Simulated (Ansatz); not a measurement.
## Molecular dynamics of Ge₂H₄O₂ (part 5 of 5)

Continued. System: Ge₂H₄O₂. Method: RKS B3LYP-D4/def2-SVP (Ansatz 0.2.0). It belongs to a series of runs on one base structure; here: dynamics from the highest image of the converged band.

Geometry of the input (Å):
```
O  -0.3089  1.8525  -0.7887
Ge -0.6059  0.5494  0.3838
O  0.9174  -0.1371  1.0111
Ge -0.1630  -1.7508  -0.2403
H  0.4729  1.6827  -1.3341
H  -1.6147  1.1140  1.3895
H  0.6653  -1.7131  -1.5777
H  0.7292  -1.6547  1.1005
```

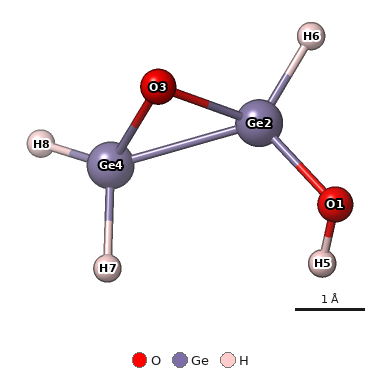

The geometry at step 169 of the log (ball-and-stick view, seen at a tilt; atoms are numbered from 1 in the order of the input).

Trajectory as extended XYZ, continued
```
8
Properties=species:S:1:pos:R:3:forces:R:3 step=137 time_fs=68.5 energy=-117179.72174 temperature=971.2
O    -0.4752    1.7551   -0.9553    0.5058  -0.3063   0.6323
Ge   -0.5885    0.5513    0.4025   -1.6212   2.0574  -1.2981
O     0.6497   -0.5427    0.9562    4.1565   2.0996   1.7402
Ge   -0.0678   -1.6193   -0.2091   -2.1431  -2.9165  -1.0671
H    -0.0012    1.3646   -1.7029   -0.0995   0.0806  -0.1497
H    -1.0332    1.4503    1.5402   -0.3998  -0.0205   0.2138
H     0.5031   -2.5582   -1.3070    0.4885   0.4935  -0.1483
H    -0.4414   -2.4568    0.9747   -0.8872  -1.4879   0.0768
8
Properties=species:S:1:pos:R:3:forces:R:3 step=139 time_fs=69.5 energy=-117179.75889 temperature=1018.7
O    -0.4715    1.7573   -0.9505    0.5778  -0.3317   0.4621
Ge   -0.5873    0.5480    0.4000   -2.1182   2.4745  -1.1526
O     0.6439   -0.5346    0.9530    4.5230   1.7048   1.8797
Ge   -0.0670   -1.6180   -0.2066   -2.4533  -3.1595  -0.6910
H    -0.0316    1.3569   -1.7180   -0.1747   0.1495   0.0166
H    -1.0390    1.4393    1.5636   -0.2980  -0.1558  -0.0399
H     0.4472   -2.5213   -1.3538    0.5763   0.4142  -0.1354
H    -0.4646   -2.4911    0.9812   -0.6330  -1.0959  -0.3396
8
Properties=species:S:1:pos:R:3:forces:R:3 step=142 time_fs=71.0 energy=-117179.80516 temperature=1078.4
O    -0.4654    1.7603   -0.9428    0.6501  -0.3545   0.1933
Ge   -0.5860    0.5435    0.3961   -2.7831   2.9680  -0.9329
O     0.6404   -0.5206    0.9504    4.8980   1.0209   1.9617
Ge   -0.0663   -1.6168   -0.2029   -2.7916  -3.4936  -0.1641
H    -0.0807    1.3483   -1.7399   -0.2526   0.2482   0.2694
H    -1.0528    1.4197    1.5974   -0.1583  -0.3132  -0.3811
H     0.3738   -2.4585   -1.4262    0.6489   0.3581  -0.0298
H    -0.5099   -2.5609    0.9837   -0.2114  -0.4339  -0.9164
8
Properties=species:S:1:pos:R:3:forces:R:3 step=144 time_fs=72.0 energy=-117179.82953 temperature=1110.1
O    -0.4608    1.7620   -0.9376    0.6358  -0.3169   0.1004
Ge   -0.5856    0.5410    0.3933   -3.1288   3.1637  -0.8092
O     0.6417   -0.5105    0.9501    5.0184   0.5590   1.9276
Ge   -0.0663   -1.6166   -0.2005   -2.9092  -3.6276   0.0613
H    -0.1163    1.3454   -1.7516   -0.2421   0.2642   0.3423
H    -1.0641    1.4031    1.6158   -0.0884  -0.3647  -0.5440
H     0.3326   -2.4123   -1.4750    0.6664   0.3556   0.0967
H    -0.5432   -2.6136    0.9752    0.0479  -0.0333  -1.1751
8
Properties=species:S:1:pos:R:3:forces:R:3 step=146 time_fs=73.0 energy=-117179.86172 temperature=1151.8
O    -0.4558    1.7636   -0.9322    0.5753  -0.2255   0.1086
Ge   -0.5856    0.5389    0.3904   -3.3683   3.2319  -0.7092
O     0.6460   -0.5000    0.9510    5.0248   0.1300   1.8217
Ge   -0.0667   -1.6168   -0.1981   -2.9395  -3.6603   0.1747
H    -0.1542    1.3449   -1.7601   -0.1856   0.2266   0.3056
H    -1.0762    1.3831    1.6290   -0.0433  -0.3677  -0.6395
H     0.2977   -2.3626   -1.5228    0.6680   0.3660   0.2534
H    -0.5760   -2.6666    0.9555    0.2685   0.2991  -1.3154
8
Properties=species:S:1:pos:R:3:forces:R:3 step=148 time_fs=74.0 energy=-117179.91312 temperature=1218.2
O    -0.4505    1.7650   -0.9268    0.4942  -0.0951   0.1927
Ge   -0.5861    0.5373    0.3874   -3.4850   3.1657  -0.6323
O     0.6534   -0.4894    0.9530    4.9115  -0.2435   1.6469
Ge   -0.0675   -1.6175   -0.1957   -2.8890  -3.5819   0.1977
H    -0.1939    1.3467   -1.7658   -0.1091   0.1500   0.1837
H    -1.0888    1.3595    1.6362   -0.0257  -0.3238  -0.6620
H     0.2692   -2.3095   -1.5682    0.6602   0.3754   0.4209
H    -0.6063   -2.7167    0.9232    0.4429   0.5532  -1.3475
8
Properties=species:S:1:pos:R:3:forces:R:3 step=151 time_fs=75.5 energy=-117180.03771 temperature=1378.8
O    -0.4420    1.7670   -0.9185    0.3963   0.0982   0.3082
Ge   -0.5877    0.5356    0.3828   -3.4151   2.8223  -0.5578
O     0.6699   -0.4739    0.9578    4.5182  -0.6753   1.2720
Ge   -0.0694   -1.6195   -0.1920   -2.6784  -3.2522   0.1181
H    -0.2551    1.3517   -1.7713   -0.0200   0.0395  -0.0074
H    -1.1082    1.3187    1.6352   -0.0532  -0.1795  -0.5569
H     0.2383   -2.2231   -1.6283    0.6398   0.3660   0.6497
H    -0.6435   -2.7816    0.8510    0.6124   0.7810  -1.2259
8
Properties=species:S:1:pos:R:3:forces:R:3 step=153 time_fs=76.5 energy=-117180.14884 temperature=1521.9
O    -0.4360    1.7684   -0.9127    0.3651   0.1739   0.2659
Ge   -0.5893    0.5350    0.3796   -3.2113   2.4518  -0.5321
O     0.6844   -0.4640    0.9620    4.1194  -0.8751   0.9644
Ge   -0.0711   -1.6214   -0.1896   -2.4549  -2.8905   0.0136
H    -0.2963    1.3557   -1.7749    0.0042   0.0221  -0.0281
H    -1.1217    1.2891    1.6278   -0.1062  -0.0425  -0.4011
H     0.2253   -2.1611   -1.6609    0.6238   0.3376   0.7644
H    -0.6612   -2.8159    0.7879    0.6598   0.8226  -1.0470
8
Properties=species:S:1:pos:R:3:forces:R:3 step=155 time_fs=77.5 energy=-117180.26974 temperature=1677.4
O    -0.4298    1.7699   -0.9068    0.3477   0.1945   0.0975
Ge   -0.5913    0.5346    0.3763   -2.9005   1.9998  -0.5163
O     0.7013   -0.4547    0.9667    3.6293  -1.0107   0.6287
Ge   -0.0731   -1.6236   -0.1871   -2.1653  -2.4112  -0.1227
H    -0.3375    1.3599   -1.7786    0.0138   0.0623   0.0681
H    -1.1362    1.2592    1.6166   -0.1810   0.1121  -0.1936
H     0.2183   -2.0959   -1.6862    0.6076   0.2916   0.8353
H    -0.6727   -2.8423    0.7149    0.6485   0.7616  -0.7971
8
Properties=species:S:1:pos:R:3:forces:R:3 step=157 time_fs=78.5 energy=-117180.38315 temperature=1823.3
O    -0.4234    1.7715   -0.9008    0.3227   0.1827  -0.1464
Ge   -0.5937    0.5346    0.3730   -2.5109   1.5050  -0.4909
O     0.7205   -0.4460    0.9719    3.0688  -1.0914   0.2813
Ge   -0.0754   -1.6262   -0.1846   -1.8093  -1.8092  -0.2836
H    -0.3785    1.3647   -1.7816    0.0304   0.1357   0.2327
H    -1.1525    1.2303    1.6035   -0.2662   0.2646   0.0362
H     0.2172   -2.0279   -1.7035    0.5925   0.2309   0.8554
H    -0.6779   -2.8615    0.6344    0.5721   0.5817  -0.4846
8
Properties=species:S:1:pos:R:3:forces:R:3 step=160 time_fs=80.0 energy=-117180.50318 temperature=1977.8
O    -0.4134    1.7742   -0.8920    0.2528   0.1827  -0.4611
Ge   -0.5980    0.5348    0.3679   -1.8630   0.7822  -0.3642
O     0.7525   -0.4341    0.9798    2.1467  -1.1334  -0.2274
Ge   -0.0793   -1.6305   -0.1810   -1.1649  -0.6947  -0.5318
H    -0.4394    1.3746   -1.7816    0.0862   0.2234   0.4213
H    -1.1819    1.1920    1.5852   -0.3705   0.4362   0.3271
H     0.2261   -1.9220   -1.7143    0.5739   0.1221   0.7844
H    -0.6760   -2.8808    0.5059    0.3386   0.0814   0.0517
8
Properties=species:S:1:pos:R:3:forces:R:3 step=162 time_fs=81.0 energy=-117180.53769 temperature=2022.5
O    -0.4066    1.7761   -0.8865    0.1991   0.2291  -0.5387
Ge   -0.6011    0.5352    0.3644   -1.4491   0.3729  -0.1711
O     0.7756   -0.4270    0.9850    1.5114  -1.1238  -0.5391
Ge   -0.0821   -1.6335   -0.1787   -0.6995   0.1209  -0.6487
H    -0.4790    1.3838   -1.7768    0.1289   0.2280   0.4142
H    -1.2058    1.1715    1.5764   -0.3911   0.4816   0.4195
H     0.2389   -1.8497   -1.7120    0.5647   0.0446   0.6756
H    -0.6703   -2.8921    0.4201    0.1355  -0.3533   0.3883
8
Properties=species:S:1:pos:R:3:forces:R:3 step=164 time_fs=82.0 energy=-117180.54017 temperature=2026.0
O    -0.3996    1.7781   -0.8812    0.1596   0.3128  -0.4950
Ge   -0.6045    0.5355    0.3609   -1.0883   0.0497   0.1276
O     0.7995   -0.4206    0.9899    0.8841  -1.0944  -0.8176
Ge   -0.0851   -1.6364   -0.1764   -0.2659   0.8700  -0.6749
H    -0.5174    1.3951   -1.7681    0.1555   0.1873   0.2882
H    -1.2334    1.1556    1.5717   -0.3538   0.4621   0.4012
H     0.2571   -1.7771   -1.7032    0.5565  -0.0327   0.5321
H    -0.6634   -2.9067    0.3380   -0.0475  -0.7549   0.6383
8
Properties=species:S:1:pos:R:3:forces:R:3 step=166 time_fs=83.0 energy=-117180.52306 temperature=2004.2
O    -0.3926    1.7804   -0.8763    0.1433   0.4109  -0.3770
Ge   -0.6080    0.5359    0.3574   -0.7946  -0.1862   0.5157
O     0.8240   -0.4149    0.9942    0.2815  -1.0520  -1.0572
Ge   -0.0880   -1.6393   -0.1743    0.0750   1.4100  -0.5880
H    -0.5544    1.4082   -1.7566    0.1568   0.1238   0.0918
H    -1.2644    1.1441    1.5707   -0.2588   0.3877   0.2813
H     0.2806   -1.7047   -1.6894    0.5449  -0.1088   0.3754
H    -0.6568   -2.9284    0.2619   -0.1480  -0.9855   0.7582
8
Properties=species:S:1:pos:R:3:forces:R:3 step=169 time_fs=84.5 energy=-117180.47743 temperature=1945.2
O    -0.3818    1.7842   -0.8693    0.1381   0.5089  -0.2448
Ge   -0.6134    0.5364    0.3524   -0.4644  -0.4103   1.1713
O     0.8610   -0.4075    0.9995   -0.5510  -0.9745  -1.3387
Ge   -0.0924   -1.6432   -0.1712    0.3580   1.6434  -0.3231
H    -0.6070    1.4299   -1.7384    0.1359   0.0624  -0.1472
H    -1.3150    1.1334    1.5736   -0.0449   0.2210  -0.0072
H     0.3256   -1.5984   -1.6624    0.5070  -0.2252   0.1729
H    -0.6495   -2.9784    0.1613   -0.0788  -0.8258   0.7169
8
Properties=species:S:1:pos:R:3:forces:R:3 step=171 time_fs=85.5 energy=-117180.42605 temperature=1878.7
O    -0.3745    1.7871   -0.8649    0.1106   0.5049  -0.2865
Ge   -0.6171    0.5367    0.3492   -0.2899  -0.5033   1.5842
O     0.8853   -0.4033    1.0021   -1.0494  -0.9182  -1.4748
Ge   -0.0952   -1.6456   -0.1692    0.4424   1.4730  -0.1622
H    -0.6405    1.4452   -1.7277    0.1439   0.0804  -0.1665
H    -1.3496    1.1291    1.5759    0.1095   0.1068  -0.2063
H     0.3617   -1.5301   -1.6420    0.4568  -0.3106   0.0929
H    -0.6457   -3.0218    0.1028    0.0761  -0.4330   0.6192
8
Properties=species:S:1:pos:R:3:forces:R:3 step=173 time_fs=86.5 energy=-117180.34582 temperature=1775.2
O    -0.3672    1.7903   -0.8606    0.0444   0.4489  -0.4321
Ge   -0.6208    0.5369    0.3462   -0.1277  -0.5706   1.9310
O     0.9090   -0.3997    1.0038   -1.4999  -0.8603  -1.5718
Ge   -0.0981   -1.6477   -0.1672    0.5161   1.1899  -0.0818
H    -0.6725    1.4613   -1.7185    0.1890   0.1402  -0.0708
H    -1.3831    1.1259    1.5762    0.2473   0.0095  -0.3697
H     0.4022   -1.4647   -1.6207    0.3797  -0.4071   0.0684
H    -0.6411   -3.0693    0.0503    0.2511   0.0494   0.5267
8
Properties=species:S:1:pos:R:3:forces:R:3 step=175 time_fs=87.5 energy=-117180.23528 temperature=1632.9
O    -0.3598    1.7938   -0.8566   -0.0493   0.3694  -0.6108
Ge   -0.6246    0.5371    0.3434    0.0383  -0.6230   2.1883
O     0.9317   -0.3965    1.0045   -1.9030  -0.8018  -1.6325
Ge   -0.1008   -1.6497   -0.1653    0.6268   0.9159  -0.0961
H    -0.7027    1.4787   -1.7099    0.2599   0.2115   0.0723
H    -1.4143    1.1227    1.5730    0.3536  -0.0621  -0.4780
H     0.4463   -1.4032   -1.5987    0.2748  -0.5153   0.0924
H    -0.6341   -3.1164    0.0029    0.3988   0.5054   0.4644
8
Properties=species:S:1:pos:R:3:forces:R:3 step=178 time_fs=89.0 energy=-117180.03716 temperature=1377.9
O    -0.3488    1.7995   -0.8513   -0.1729   0.2684  -0.7587
Ge   -0.6302    0.5371    0.3399    0.3193  -0.6875   2.3855
O     0.9637   -0.3928    1.0037   -2.4233  -0.7121  -1.6620
Ge   -0.1048   -1.6525   -0.1623    0.8928   0.6595  -0.2481
H    -0.7432    1.5088   -1.6955    0.3450   0.2731   0.1973
H    -1.4546    1.1168    1.5596    0.4364  -0.1146  -0.5209
H     0.5170   -1.3206   -1.5639    0.0774  -0.6895   0.1754
H    -0.6163   -3.1769   -0.0600    0.5253   1.0027   0.4315
8
Properties=species:S:1:pos:R:3:forces:R:3 step=180 time_fs=90.0 energy=-117179.90685 temperature=1210.1
O    -0.3416    1.8034   -0.8483   -0.2008   0.2319  -0.7091
Ge   -0.6339    0.5370    0.3379    0.5382  -0.7288   2.3900
O     0.9832   -0.3908    1.0020   -2.7180  -0.6502  -1.6457
Ge   -0.1072   -1.6542   -0.1604    1.1233   0.6123  -0.3880
H    -0.7662    1.5321   -1.6837    0.3443   0.2650   0.1542
H    -1.4764    1.1116    1.5445    0.4349  -0.1127  -0.4687
H     0.5653   -1.2736   -1.5387   -0.0668  -0.8013   0.2281
H    -0.5983   -3.2059   -0.0967    0.5448   1.1839   0.4394
8
Properties=species:S:1:pos:R:3:forces:R:3 step=182 time_fs=91.0 energy=-117179.79191 temperature=1062.0
O    -0.3346    1.8075   -0.8458   -0.1745   0.2130  -0.5505
Ge   -0.6375    0.5369    0.3363    0.7863  -0.7742   2.2984
O     1.0010   -0.3892    0.9992   -2.9743  -0.5860  -1.6049
Ge   -0.1096   -1.6559   -0.1586    1.3757   0.6552  -0.5250
H    -0.7859    1.5578   -1.6704    0.2875   0.2262   0.0192
H    -1.4940    1.1053    1.5249    0.3868  -0.0827  -0.3557
H     0.6129   -1.2342   -1.5114   -0.2077  -0.8990   0.2567
H    -0.5751   -3.2237   -0.1292    0.5201   1.2476   0.4619
8
Properties=species:S:1:pos:R:3:forces:R:3 step=184 time_fs=92.0 energy=-117179.69695 temperature=939.6
O    -0.3276    1.8118   -0.8435   -0.1148   0.1932  -0.3421
Ge   -0.6410    0.5366    0.3349    1.0626  -0.8267   2.1210
O     1.0171   -0.3879    0.9955   -3.1949  -0.5191  -1.5434
Ge   -0.1117   -1.6574   -0.1568    1.6328   0.7788  -0.6392
H    -0.8028    1.5858   -1.6570    0.1968   0.1780  -0.1493
H    -1.5079    1.0982    1.5019    0.2941  -0.0276  -0.1895
H     0.6586   -1.2034   -1.4816   -0.3345  -0.9742   0.2502
H    -0.5469   -3.2296   -0.1573    0.4580   1.1976   0.4925
8
Properties=species:S:1:pos:R:3:forces:R:3 step=187 time_fs=93.5 energy=-117179.58929 temperature=800.6
O    -0.3173    1.8184   -0.8406   -0.0580   0.1231  -0.1128
Ge   -0.6460    0.5360    0.3334    1.5107  -0.9136   1.7359
O     1.0376   -0.3867    0.9882   -3.4633  -0.4125  -1.4202
Ge   -0.1146   -1.6596   -0.1543    1.9977   1.1135  -0.7424
H    -0.8250    1.6308   -1.6400    0.0954   0.1330  -0.2918
H    -1.5240    1.0874    1.4647    0.0908   0.0872   0.1245
H     0.7209   -1.1748   -1.4326   -0.4785  -1.0306   0.1641
H    -0.4967   -3.2175   -0.1905    0.3051   0.9000   0.5427
8
Properties=species:S:1:pos:R:3:forces:R:3 step=189 time_fs=94.5 energy=-117179.53294 temperature=727.8
O    -0.3104    1.8228   -0.8387   -0.0961   0.0445  -0.0914
Ge   -0.6491    0.5354    0.3327    1.8040  -0.9625   1.4455
O     1.0486   -0.3861    0.9823   -3.6029  -0.3364  -1.3228
Ge   -0.1161   -1.6608   -0.1527    2.2097   1.4410  -0.7548
H    -0.8385    1.6624   -1.6319    0.1067   0.1293  -0.2401
H    -1.5333    1.0810    1.4410   -0.0596   0.1670   0.3370
H     0.7568   -1.1680   -1.3978   -0.5320  -1.0245   0.0538
H    -0.4594   -3.1983   -0.2062    0.1702   0.5416   0.5728
8
Properties=species:S:1:pos:R:3:forces:R:3 step=191 time_fs=95.5 energy=-117179.48045 temperature=660.0
O    -0.3036    1.8274   -0.8368   -0.1930  -0.0439  -0.1571
Ge   -0.6519    0.5347    0.3322    2.0590  -0.9836   1.1758
O     1.0575   -0.3858    0.9755   -3.7133  -0.2561  -1.2181
Ge   -0.1174   -1.6619   -0.1512    2.3799   1.8416  -0.7177
H    -0.8509    1.6953   -1.6260    0.1793   0.1322  -0.0914
H    -1.5432    1.0762    1.4205   -0.1876   0.2291   0.5088
H     0.7877   -1.1710   -1.3626   -0.5438  -0.9812  -0.0975
H    -0.4205   -3.1739   -0.2164    0.0195   0.0620   0.5971
8
Properties=species:S:1:pos:R:3:forces:R:3 step=193 time_fs=96.5 energy=-117179.42838 temperature=593.0
O    -0.2970    1.8318   -0.8351   -0.3065  -0.1250  -0.2396
Ge   -0.6545    0.5339    0.3318    2.2450  -0.9570   0.9667
O     1.0642   -0.3856    0.9680   -3.7968  -0.1723  -1.1110
Ge   -0.1183   -1.6627   -0.1499    2.4902   2.2691  -0.6341
H    -0.8616    1.7294   -1.6210    0.2701   0.1243   0.0820
H    -1.5549    1.0736    1.4048   -0.2614   0.2556   0.6041
H     0.8134   -1.1833   -1.3283   -0.5106  -0.9025  -0.2849
H    -0.3814   -3.1490   -0.2209   -0.1300  -0.4921   0.6168
8
Properties=species:S:1:pos:R:3:forces:R:3 step=196 time_fs=98.0 energy=-117179.36708 temperature=514.4
O    -0.2873    1.8384   -0.8328   -0.3977  -0.2205  -0.2408
Ge   -0.6578    0.5324    0.3315    2.3545  -0.8016   0.8131
O     1.0698   -0.3855    0.9556   -3.8778  -0.0447  -0.9577
Ge   -0.1191   -1.6633   -0.1480    2.5096   2.7370  -0.4539
H    -0.8727    1.7828   -1.6117    0.3278   0.0799   0.2298
H    -1.5770    1.0742    1.3920   -0.2292   0.2089   0.5664
H     0.8431   -1.2177   -1.2826   -0.3837  -0.7349  -0.6083
H    -0.3255   -3.1221   -0.2165   -0.3036  -1.2242   0.6513
8
Properties=species:S:1:pos:R:3:forces:R:3 step=198 time_fs=99.0 energy=-117179.35961 temperature=505.0
O    -0.2812    1.8426   -0.8314   -0.3646  -0.2766  -0.1137
Ge   -0.6596    0.5313    0.3314    2.3203  -0.6250   0.8077
O     1.0707   -0.3855    0.9465   -3.9061   0.0377  -0.8675
Ge   -0.1192   -1.6633   -0.1468    2.4294   2.7467  -0.3346
H    -0.8762    1.8194   -1.6030    0.2722   0.0392   0.2045
H    -1.5945    1.0772    1.3903   -0.1188   0.1268   0.4362
H     0.8581   -1.2497   -1.2590   -0.2698  -0.6111  -0.8201
H    -0.2915   -3.1178   -0.2058   -0.3627  -1.4376   0.6875
8
Properties=species:S:1:pos:R:3:forces:R:3 step=200 time_fs=100.0 energy=-117179.39041 temperature=544.6
O    -0.2753    1.8467   -0.8301   -0.2658  -0.3388   0.0928
Ge   -0.6611    0.5301    0.3315    2.2270  -0.4094   0.8464
O     1.0692   -0.3855    0.9369   -3.9153   0.1140  -0.7913
Ge   -0.1190   -1.6629   -0.1457    2.3145   2.4340  -0.2480
H    -0.8772    1.8563   -1.5924    0.1511   0.0039   0.1002
H    -1.6132    1.0813    1.3927    0.0339   0.0226   0.2598
H     0.8706   -1.2875   -1.2432   -0.1658  -0.4991  -0.9911
H    -0.2611   -3.1270   -0.1886   -0.3797  -1.3272   0.7312
```
